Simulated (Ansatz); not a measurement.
# Phonons of CoSi2 (Fm-3m) against volume

Aim: how do the optical modes of CoSi2 (Fm-3m) move with volume?

Main program and level: Ansatz 0.2.0; DFT PBEsol, scalar-relativistic, plane waves, PAW; PAW set soft_1.

The database entry behind the starting cell differs from later determinations by our own check (0.1 to 0.3 % short, probably kX units), so it need not match the best structure at ambient conditions.

### Step 1. The starting structure

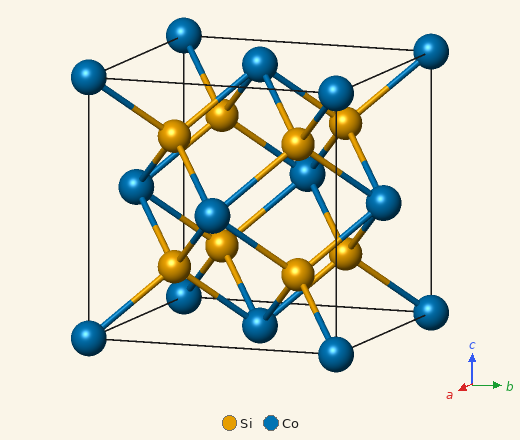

The starting structure, seen slightly off an axis (silicon orange, cobalt blue). This picture shows the conventional cell, with its axes. Some periodic images of atoms are drawn too.

Structure file:

```cif
data_structure
_symmetry_space_group_name_H-M 'Fm-3m'
_symmetry_Int_Tables_number 225
_cell_length_a 5.3560
_cell_length_b 5.3560
_cell_length_c 5.3560
_cell_angle_alpha 90.000
_cell_angle_beta 90.000
_cell_angle_gamma 90.000
_cell_volume 153.65
loop_
_atom_site_label
_atom_site_type_symbol
_atom_site_symmetry_multiplicity
_atom_site_Wyckoff_symbol
_atom_site_fract_x
_atom_site_fract_y
_atom_site_fract_z
_atom_site_occupancy
Si1 Si 8 c 0.25000 0.75000 0.75000 1
Co1 Co 4 a 0.00000 0.00000 0.00000 1
```

### Step 2. Relaxation

Harmonic phonons are second derivatives at a point where the forces vanish, and they are wanted at zero stress, so atoms and cell are relaxed first.

input.yaml

```yaml
crystal:
  lattice:
    - [0.0, 2.678, 2.678]
    - [2.678, 0.0, 2.678]
    - [2.678, 2.678, 0.0]
  atoms:
    - { symbol: Si, position: [0.25, 0.25, 0.25] }
    - { symbol: Si, position: [0.75, 0.75, 0.75] }
    - { symbol: Co, position: [0.0, 0.0, 0.0] }
kpoints:
  mp_grid: { grid: [14, 14, 14] }
hamiltonian:
  xc: pbesol
  pseudopotentials: { kind: paw, azcp: { folder: soft_1 }, xc_functional: pbe }
scf:
  occupations: { method: gaussian, width: 0.1 }
output:
  forces: true
  stress: true
  eigenvalues: true
  write_density: true
  write_potential: true
  elf: true
  volumetric_format: npy
relax:
  adjacent_minimum: "off"
  f_tol: 0.005
  max_steps: 80
  cell: { stress_tol: 0.05 }
```

Run with:

```console
ansatz run input.yaml --threads 4 --pin off --max-ram 10240MiB --backend cpu --events-out ev --progress --plain --runs-dir out
```

Numbers of over 12 decimals in the logs are rounded to 6 here.

The program printed:

```text
Engine: ansatz 0.2.0, x86_64-unknown-linux-gnu
Pseudopotentials: kind: paw
Pseudopotential: Si, paw, valence charge 4, recommended cutoff 420 eV (normal), soft_1/Si.paw.azcp
Pseudopotential: Co, paw, valence charge 17, recommended cutoff 420 eV (normal), soft_1/Co.paw.azcp
Functional definition: PBEsol
  exchange = pbesol_x
  correlation = pbesol_c
Crystal: 3 atoms, lattice volume = 38.412 Å³
Basis set: ecut = 420 eV, 749 PW (Γ), exchange–correlation on 54×54×54 points (8 copies of the dense FFT grid, shifted against one another)
Bands: 17, of which v1, the nominal top of the filled ones, is band 13 counted from 1 (12 counted from 0)
Symmetry: 48 space group operations
Space group: Fm-3m (ITA 225), of the structure as read, at distance tolerance 3.4e-5 Å
k-points: 104 of 2744
Non-local potential: Si, projectors of the file, l = 0: 2, l = 1: 2, l = 2: 1
Non-local potential: Co, projectors of the file, l = 0: 3, l = 1: 2, l = 2: 3, l = 3: 1
PAW form: soft (Blöchl's): semilocal exchange-correlation on the pseudo side does not see the compensation charge
PAW frozen core: Si, regenerated for the run's functional, and the local potential with it (the file was generated under x = pbe(κ = 0.804, μ = 0.219515), c = pbe(β = 0.066725))
PAW frozen core: Co, regenerated for the run's functional, and the local potential with it (the file was generated under x = pbe(κ = 0.804, μ = 0.219515), c = pbe(β = 0.066725))
PAW one-centre angular grid: Si, 110 points (default); XC on 64 Gauss nodes
PAW one-centre angular grid: Co, 590 points (default); XC on 64 Gauss nodes
Initial density: superposition of atomic densities (chi_scale 0.1, normalization cell, long waves kept (reshape's long-wave potential 0.00 eV rms))
Initial wavefunctions: pseudopotential atomic-orbital guess
Functional: x = pbesol(κ = 0.804, μ = 0.123457), c = pbesol(β = 0.046)
SCF iter   1: F=—  HF=-6338.972903 eV  |F-HF|=—  |Δ(HF+E_count)|=         —  Δρ=1.40e-1  dr2=8.43e0  ethr=3.10e-3  ⟨swp⟩=5.5  Hψ=9161  notcnv=0
preconditioner: auto → Kerker (q_TF=auto, 2.540 Å⁻¹)  [metal: Δε(μ)=0.012 eV  Ē_g=8.735 eV  σ=0.100 eV  W_gap=0.07  n_scr=14 (ndim 8)  ℏωp=24.7 eV  f_vac=0.000  D(μ)=1.20/eV (n_scr^D=14)]
SCF iter   2: F=—  HF=-6338.209462 eV  |F-HF|=—  |Δ(HF+E_count)|=   7.63e-1  Δρ=5.93e-2  dr2=2.11e0  ethr=3.10e-3  ⟨swp⟩=2.5  Hψ=3549  notcnv=0  defer=41
SCF iter   3: F=—  HF=-6337.742307 eV  |F-HF|=—  |Δ(HF+E_count)|=   4.67e-1  Δρ=2.11e-2  dr2=2.40e-1  ethr=3.10e-3  ⟨swp⟩=2.2  Hψ=3052  notcnv=0  defer=41
SCF iter   4: F=—  HF=-6337.713230 eV  |F-HF|=—  |Δ(HF+E_count)|=   2.91e-2  Δρ=9.55e-3  dr2=2.56e-2  ethr=9.60e-4  ⟨swp⟩=2.0  Hψ=3000  notcnv=0  defer=39
SCF iter   5: F=—  HF=-6337.712333 eV  |F-HF|=—  |Δ(HF+E_count)|=   8.97e-4  Δρ=3.26e-3  dr2=5.33e-3  ethr=1.02e-4  ⟨swp⟩=1.1  Hψ=1829  notcnv=0  defer=39
SCF iter   6: F=—  HF=-6337.711629 eV  |F-HF|=—  |Δ(HF+E_count)|=   7.04e-4  Δρ=7.70e-4  dr2=4.06e-4  ethr=2.13e-5  ⟨swp⟩=1.1  Hψ=1766  notcnv=0  defer=39
SCF iter   7: F=—  HF=-6337.711637 eV  |F-HF|=—  |Δ(HF+E_count)|=   8.21e-6  Δρ=1.45e-4  dr2=1.34e-5  ethr=1.62e-6  ⟨swp⟩=2.4  Hψ=2538  notcnv=0  defer=39
SCF iter   8: F=—  HF=-6337.711630 eV  |F-HF|=—  |Δ(HF+E_count)|=   7.42e-6  Δρ=1.57e-5  dr2=1.59e-7  ethr=5.35e-8  ⟨swp⟩=2.1  Hψ=2195  notcnv=0  defer=39
SCF iter   9: F=-6337.711630 eV  HF=-6337.711630 eV  |F-HF|=2.00e-9  |Δ(HF+E_count)|=   3.52e-8  Δρ=2.90e-6  dr2=2.74e-9  ethr=4.00e-10  ⟨swp⟩=10.3  Hψ=12269  notcnv=0
SCF 1 converged in 9 iterations: F = -6337.711630 eV  dr2 = 2.74e-9
  greatest PAW one-centre occupation: 1.000 electrons in one spin orbital (limit 2), on the Co atom at site 2 (counted from 0), in its partial waves of l = 1
relax step   1: F+E_penalty+E_count = -6337.71162969 eV  Δ(F+E_penalty+E_count) = +0.000e0 eV  max|allowed force component| = 3.084e-17 eV/Å  Δτ_max = 0.0000 Å  P = -4.471 GPa  Ω = 38.412 Å³  (9 SCF iters, dr2 threshold 1.00e-7 eV, accepted)
Crystal: 3 atoms, lattice volume = 37.863 Å³
Basis set: ecut = 420 eV, 725 PW (Γ), exchange–correlation on 54×54×54 points (8 copies of the dense FFT grid, shifted against one another)
Initial density: handed on by an earlier stage of this run
Initial wavefunctions: those handed on with the density
iter 1 solved again at ethr=2.96e-6 eV; its pass at ethr=3.10e-3 eV (dr2=7.39e-4 eV) is discarded
SCF iter   1: F=—  HF=-6337.722904 eV  |F-HF|=—  |Δ(HF+E_count)|=         —  Δρ=1.23e-3  dr2=7.91e-4  ethr=2.96e-6  ⟨swp⟩=1.5  Hψ=10266  notcnv=0
preconditioner: auto → Kerker (q_TF=auto, 2.546 Å⁻¹)  [metal: Δε(μ)=0.090 eV  Ē_g=8.269 eV  σ=0.100 eV  W_gap=0.40  n_scr=14 (ndim 8)  ℏωp=24.9 eV  f_vac=0.000  D(μ)=1.03/eV (n_scr^D=8)]
SCF iter   2: F=—  HF=-6337.722819 eV  |F-HF|=—  |Δ(HF+E_count)|=   8.51e-5  Δρ=7.86e-4  dr2=3.69e-4  ethr=2.96e-6  ⟨swp⟩=1.0  Hψ=1768  notcnv=0
SCF iter   3: F=—  HF=-6337.722732 eV  |F-HF|=—  |Δ(HF+E_count)|=   8.72e-5  Δρ=1.96e-4  dr2=2.10e-5  ethr=1.48e-6  ⟨swp⟩=1.8  Hψ=2367  notcnv=0
SCF iter   4: F=—  HF=-6337.722723 eV  |F-HF|=—  |Δ(HF+E_count)|=   8.74e-6  Δρ=1.10e-4  dr2=4.15e-6  ethr=8.40e-8  ⟨swp⟩=2.1  Hψ=2310  notcnv=0
SCF iter   5: F=—  HF=-6337.722724 eV  |F-HF|=—  |Δ(HF+E_count)|=   6.61e-7  Δρ=3.40e-5  dr2=5.54e-7  ethr=1.66e-8  ⟨swp⟩=1.0  Hψ=1768  notcnv=0
SCF iter   6: F=-6337.722724 eV  HF=-6337.722724 eV  |F-HF|=3.97e-10  |Δ(HF+E_count)|=   1.21e-7  Δρ=7.44e-6  dr2=2.58e-8  ethr=1.20e-9  ⟨swp⟩=8.9  Hψ=11223  notcnv=0
SCF 2 converged in 6 iterations: F = -6337.722724 eV  dr2 = 2.58e-8
relax step   2: F+E_penalty+E_count = -6337.72272372 eV  Δ(F+E_penalty+E_count) = -1.109e-2 eV  max|allowed force component| = 4.009e-17 eV/Å  Δτ_max = 0.0000 Å  P = -1.884 GPa  Ω = 37.863 Å³  energy of the carried Pulay correction = +1.581e-4 eV  (6 SCF iters, dr2 threshold 3.00e-7 eV, accepted)
Crystal: 3 atoms, lattice volume = 37.474 Å³
iter 1 solved again at ethr=1.74e-6 eV; its pass at ethr=3.10e-3 eV (dr2=4.35e-4 eV) is discarded
SCF iter   1: F=—  HF=-6337.725145 eV  |F-HF|=—  |Δ(HF+E_count)|=         —  Δρ=8.89e-4  dr2=4.06e-4  ethr=1.74e-6  ⟨swp⟩=2.0  Hψ=10278  notcnv=0
preconditioner: auto → Kerker (q_TF=auto, 2.550 Å⁻¹)  [metal: Δε(μ)=0.092 eV  Ē_g=8.343 eV  σ=0.100 eV  W_gap=0.41  n_scr=14 (ndim 8)  ℏωp=25.0 eV  f_vac=0.000  D(μ)=1.02/eV (n_scr^D=8)]
SCF iter   2: F=—  HF=-6337.725104 eV  |F-HF|=—  |Δ(HF+E_count)|=   4.14e-5  Δρ=5.71e-4  dr2=1.91e-4  ethr=1.62e-6  ⟨swp⟩=1.0  Hψ=1768  notcnv=0
SCF iter   3: F=—  HF=-6337.725046 eV  |F-HF|=—  |Δ(HF+E_count)|=   5.81e-5  Δρ=1.40e-4  dr2=1.06e-5  ethr=7.64e-7  ⟨swp⟩=1.8  Hψ=2375  notcnv=0
SCF iter   4: F=—  HF=-6337.725047 eV  |F-HF|=—  |Δ(HF+E_count)|=   7.84e-7  Δρ=8.16e-5  dr2=2.21e-6  ethr=4.25e-8  ⟨swp⟩=2.1  Hψ=2343  notcnv=0
iter 5 did not close the SCF: its close was put off for the readings that it lacked (scf_convergence_deferred on its scf_iter line)
SCF iter   5: F=-6337.725047 eV  HF=-6337.725047 eV  |F-HF|=1.48e-8  |Δ(HF+E_count)|=   3.35e-7  Δρ=2.40e-5  dr2=2.83e-7  ethr=8.83e-9  ⟨swp⟩=1.0  Hψ=1768  notcnv=0
SCF iter   6: F=-6337.725047 eV  HF=-6337.725047 eV  |F-HF|=3.90e-10  |Δ(HF+E_count)|=   6.45e-8  Δρ=5.56e-6  dr2=1.43e-8  ethr=1.13e-9  ⟨swp⟩=6.3  Hψ=10571  notcnv=0
SCF 3 converged in 6 iterations: F = -6337.725047 eV  dr2 = 1.43e-8
relax step   3: F+E_penalty+E_count = -6337.72504709 eV  Δ(F+E_penalty+E_count) = -2.323e-3 eV  max|allowed force component| = 1.049e-16 eV/Å  Δτ_max = 0.0000 Å  P = +0.085 GPa  Ω = 37.474 Å³  energy of the carried Pulay correction = +2.717e-4 eV  (6 SCF iters, dr2 threshold 3.00e-7 eV, accepted)
[...]
relax step   4: F+E_penalty+E_count = -6337.72504663 eV  Δ(F+E_penalty+E_count) = +4.564e-7 eV  max|allowed force component| = 8.943e-17 eV/Å  Δτ_max = 0.0000 Å  P = +0.000 GPa  Ω = 37.490 Å³  energy of the carried Pulay correction = +2.670e-4 eV  (6 SCF iters, accepted)
Initial wavefunctions: pseudopotential atomic-orbital guess (no wavefunctions were taken with the density)
iter 1 solved again at ethr=8.16e-7 eV; its pass at ethr=3.10e-3 eV (dr2=2.04e-4 eV) is discarded
SCF iter   1: F=—  HF=-6337.724789 eV  |F-HF|=—  |Δ(HF+E_count)|=         —  Δρ=2.68e-5  dr2=3.49e-8  ethr=8.16e-7  ⟨swp⟩=3.1  Hψ=13650  notcnv=0
eigensolver tolerance schedule: the retry pair's looser diagonalisation over-reported the residual by 5846.69 of it (diagonalisation noise at an unbounded share of the residual, at the tolerance the schedule requests for it); recorded, not acted on — ethr = c·dr2/N_el stays at c = 1.0e-1
SCF iter   2: F=—  HF=-6337.724779 eV  |F-HF|=—  |Δ(HF+E_count)|=   1.02e-5  Δρ=2.02e-5  dr2=7.32e-8  ethr=1.39e-10  ⟨swp⟩=2.6  Hψ=3365  notcnv=0
SCF iter   3: F=—  HF=-6337.724779 eV  |F-HF|=—  |Δ(HF+E_count)|=  9.38e-10  Δρ=4.22e-6  dr2=2.11e-9  ethr=1.39e-10  ⟨swp⟩=1.7  Hψ=2136  notcnv=0
SCF iter   4: F=—  HF=-6337.724779 eV  |F-HF|=—  |Δ(HF+E_count)|=  5.58e-10  Δρ=1.05e-6  dr2=1.88e-10  ethr=8.44e-12  ⟨swp⟩=2.1  Hψ=2509  notcnv=0
SCF iter   5: F=—  HF=-6337.724779 eV  |F-HF|=—  |Δ(HF+E_count)|=  1.33e-10  Δρ=4.12e-7  dr2=4.58e-11  ethr=1.00e-12  ⟨swp⟩=1.1  Hψ=1933  notcnv=0
SCF iter   6: F=-6337.724779 eV  HF=-6337.724779 eV  |F-HF|=0.00e0  |Δ(HF+E_count)|=  1.82e-12  Δρ=9.86e-8  dr2=2.88e-12  ethr=1.00e-12  ⟨swp⟩=5.3  Hψ=6830  notcnv=0
SCF 5 converged in 6 iterations: F = -6337.724779 eV  dr2 = 2.88e-12
relax step   5: F+E_penalty+E_count = -6337.72477855 eV  Δ(F+E_penalty+E_count) = +2.681e-4 eV  max|allowed force component| = 1.480e-16 eV/Å  Δτ_max = 0.0000 Å  P = +0.003 GPa  Ω = 37.490 Å³  stress off target by 2.92e-3 GPa  SCF on the basis re-selected at this cell (its energy is not comparable with the rows above)  (6 SCF iters)
basis re-selected at this cell: Δ(F+E_penalty+E_count) = +2.681e-4 eV, ΔP = +0.003 GPa vs the last step (what re-selecting the basis moved, of the pressure what is left beyond the Pulay correction that the steps carried, after the strain that the cell walked since its last selection, with what the two solves' SCF thresholds leave and, on support functions, any second-order correction that the steps lacked; it is no m [...]
SCF converged after 6 iterations
Free energy (F): -6337.724779 eV
Harris-Foulkes:  -6337.724779 eV  (|F-HF|=0.00e0)
Internal energy: -6337.719665 eV  (E = F + TS)
E sigma→0 (E₀):  -6337.722222 eV
Entropy (-TS):   -0.005114 eV (-1.705 meV/atom)
Fermi energy:    13.182152 eV
--- Per-component energies (eV) ---
  E_band       = -277.305279
  E_kinetic    = 385.889935
  E_local      = -3883.204834  (includes V_loc(G=0)·N_el)
  E_nonlocal   = 481.162434
  E_hartree    = 1760.951915
  E_xc         = -208.815467
  E_vxc        = -221.187919  (∫ρ·V_xc dr)
  E_paw        = -2536.623723  (= ΣΔE_a)
  E_vpaw       = -561.868615  (= ΣTr[D̂ρ^β])
  E_aug_tail   = 0.000013  (compensation charges beyond the density's cutoff)
  E_ewald      = -2337.331479
  E_core_change = 0.251541  (= ΣΔE_core)
  E_smearing   = -0.005114  (= −TS)
  E_closure    = -0.000000  (closes the sum)
  Σ components = -6337.724779   (vs F -6337.724779, Δ=0.00e0)
--- Forces (eV/Å), atoms counted from 1 ---
  atom   1  Si     0.00000000     0.00000000     0.00000000
  atom   2  Si    -0.00000000    -0.00000000    -0.00000000
  atom   3  Co     0.00000000    -0.00000000     0.00000000
  max |Σ_I F_I| component: 3.24e-17 eV/Å
--- Stress (GPa, compression-positive) ---
        0.002920      -0.000000      -0.000000
       -0.000000       0.002920      -0.000000
       -0.000000      -0.000000       0.002920
  P = ⅓ Tr σ = 0.0029 GPa (0.029 kbar)
--- Band table (eV; the first three rows and the last of 104) ---
  k-point 0: bands = [... 9 lower, 11.1793, 14.1813, 16.5892, 16.5892, 16.5892, 16.7069, 16.7069, 16.7069]
  k-point 1: bands = [... 9 lower, 11.1544, 14.2287, 15.3834, 15.9914, 15.9914, 17.3394, 17.3394, 17.9927]
  k-point 2: bands = [... 9 lower, 11.0946, 13.6832, 15.0370, 15.3580, 15.3580, 17.7023, 17.7023, 18.4057]
  k-point 103: bands = [... 9 lower, 10.9051, 11.1293, 11.6527, 12.4396, 16.3528, 17.5761, 18.4570, 20.4280]
--- Relaxed structure (4 steps of the walk, 4 accepted, 1 SCFs on fresh bases) ---
  F+E_penalty+E_count = -6337.72477855 eV   max|allowed force component| = 1.480e-16 eV/Å   (the final SCF, on the basis selected at the relaxed cell)
  cell:  # Å, volume = 37.4899 Å³
    - [0, 2.656408, 2.656408]
    - [2.656408, 0, 2.656408]
    - [2.656408, 2.656408, 0]
  atoms:
    - { symbol: Si, position: [0.25, 0.25, 0.25] }
    - { symbol: Si, position: [0.75, 0.75, 0.75] }
    - { symbol: Co, position: [0, 0, 0] }
```

It took 3.5 s on 4 threads of Intel Xeon Platinum 8559C (Emerald Rapids), shared host; peak memory 0.45 GiB.

This run has no spin polarisation, although Co can carry a moment.

Step by step:

| step | energy less that of the first step (eV) | largest force component (eV/Å) | pressure (GPa) | volume (Å³) |
| --- | --- | --- | --- | --- |
| 1 | 0.0000 | 0.0000 | -4.47 | 38.41 |
| 2 | -0.0111 | 0.0000 | -1.88 | 37.86 |
| 3 | -0.0134 | 0.0000 | 0.08 | 37.47 |
| 4 | -0.0134 | 0.0000 | 0.00 | 37.49 |
| 5* | -0.0131 | 0.0000 | 0.00 | 37.49 |

Relaxation steps marked * repeat the geometry before them on a plane-wave basis chosen anew for their cell, so energy and pressure can jump there.

The run keeps the 48 symmetry operations that it works with, so distortions that break them were not tested.

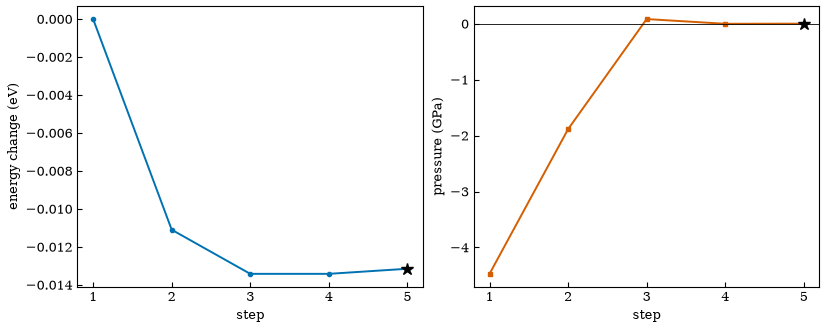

Energy and pressure along the relaxation. Stars mark steps on a basis chosen anew.

| conventional cell, symmetrised | before | after | change |
| --- | --- | --- | --- |
| a (Å) | 5.356 | 5.313 | -0.8 % |
| b (Å) | 5.356 | 5.313 | -0.8 % |
| c (Å) | 5.356 | 5.313 | -0.8 % |
| volume (Å³/atom) | 12.80 | 12.50 | -2.4 % |

Final coordinates:

```xyz
3
Lattice="0.0000 2.6564 2.6564 2.6564 0.0000 2.6564 2.6564 2.6564 0.0000" Properties=species:S:1:pos:R:3 pbc="T T T"
Si    1.3282    1.3282    1.3282
Si    3.9846    3.9846    3.9846
Co    0.0000    0.0000    0.0000
```

Numbers from this step:

```
pressure          : 0.002920 GPa
volume per atom   : 12.50 Å³
gap on the k-mesh : 0 eV
```

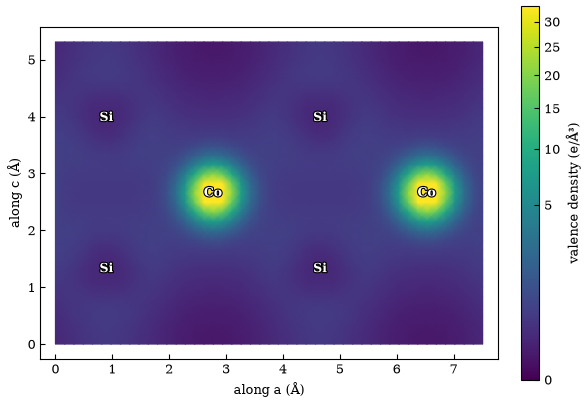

Valence density in the ac plane of a cell with a along [110], b along [-110] and c along [001] of the cube at fractional y = 0.000, with atoms of Si and Co within 0.2 Å of it. It is the smooth field of the valence electrons, not physical close to the nuclei. The map starts off the cell's origin, so that atoms lie inside it. The colour scale is stretched toward low values.

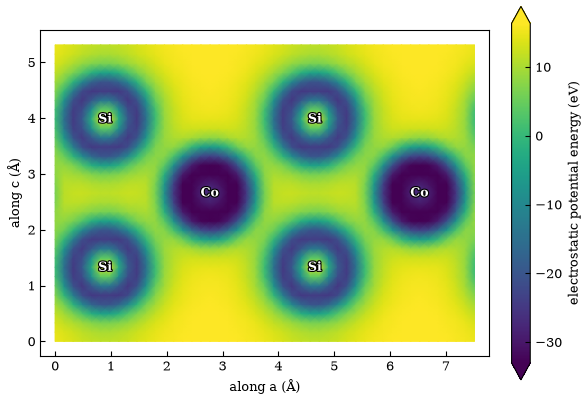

Electrostatic potential energy in the ac plane of a cell with a along [110], b along [-110] and c along [001] of the cube at fractional y = 0.000, with atoms of Si and Co within 0.2 Å of it. With pseudopotentials it is smooth inside the atoms' cores, unlike the true potential. The map starts off the cell's origin, so that atoms lie inside it.

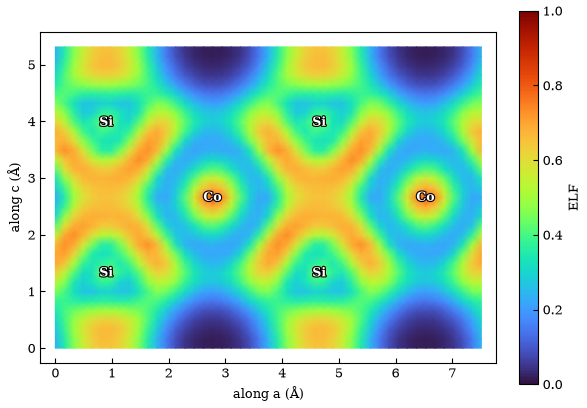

ELF in the ac plane of a cell with a along [110], b along [-110] and c along [001] of the cube at fractional y = 0.000, with atoms of Si and Co within 0.2 Å of it. It is the smooth field of the valence electrons, not physical close to the nuclei. The map starts off the cell's origin, so that atoms lie inside it.

In this step the volume went from 12.80 to 12.50 Å³/atom.

### Step 3. Tight relaxation

Phonons need small forces and stress, so the relaxation is finished with tight tolerances on 16×16×16 k points.

input.yaml

```yaml
crystal:
  lattice:
    - [0.0, 2.656408274, 2.656408274]
    - [2.656408274, 0.0, 2.656408274]
    - [2.656408274, 2.656408274, 0.0]
  atoms:
    - { symbol: Si, position: [0.25, 0.25, 0.25] }
    - { symbol: Si, position: [0.75, 0.75, 0.75] }
    - { symbol: Co, position: [0.0, 0.0, 0.0] }
kpoints:
  mp_grid: { grid: [16, 16, 16] }
hamiltonian:
  xc: pbesol
  pseudopotentials: { kind: paw, azcp: { folder: soft_1 }, xc_functional: pbe }
scf:
  occupations: { method: methfessel_paxton, width: 0.2 }
output:
  forces: true
  stress: true
  eigenvalues: true
relax:
  adjacent_minimum: "off"
  f_tol: 0.001
  max_steps: 60
  cell: { stress_tol: 0.01 }
```

The program printed:

```text
[...]
Crystal: 3 atoms, lattice volume = 37.490 Å³
Basis set: ecut = 420 eV, 725 PW (Γ), exchange–correlation on 54×54×54 points (8 copies of the dense FFT grid, shifted against one another)
Bands: 17, of which v1, the nominal top of the filled ones, is band 13 counted from 1 (12 counted from 0)
Symmetry: 48 space group operations
[...]
k-points: 145 of 4096
[...]
k-point 144: bands = [... 9 lower, 10.7892, 11.1326, 11.6582, 12.4727, 16.9269, 16.9269, 18.9635, 19.8477]
--- Relaxed structure (3 steps of the walk, 3 accepted, 1 SCFs on fresh bases) ---
[...]
cell:  # Å, volume = 37.4843 Å³
    - [0, 2.656275, 2.656275]
    - [2.656275, 0, 2.656275]
    - [2.656275, 2.656275, 0]
  atoms:
    - { symbol: Si, position: [0.25, 0.25, 0.25] }
    - { symbol: Si, position: [0.750000, 0.750000, 0.750000] }
    - { symbol: Co, position: [0, 0, 0] }
[key lines of the parts left out:]
SCF converged after 9 iterations
Free energy (F): -6337.721802 eV
Fermi energy:    13.149055 eV
P = ⅓ Tr σ = 0.0001 GPa (0.001 kbar)
```

Elapsed: 3.5 s, on 4 threads; peak memory 0.48 GiB; 12 s of CPU time.

Little changed from the start: no atom moved by 0.005 Å and no cell edge by 0.1 %.

Numbers from this step:

* pressure: 9.37e-5 GPa
* volume per atom: 12.49 Å³

The forces vanish by symmetry and the pressure is 0.000 GPa, within the tolerances set. The cell now holds 12.49 Å³/atom.

[end of part 1 of 2]

[Logs are printed without paths, hosts, clocks, repeated set-up lines and the standing remarks that a program may print on its own settings, such as how far it seeks lower states.]

[Hosts, paths, dates, database ids (printed as entryN), source tags and the programs' standing remarks are cut or masked in the printed files.]
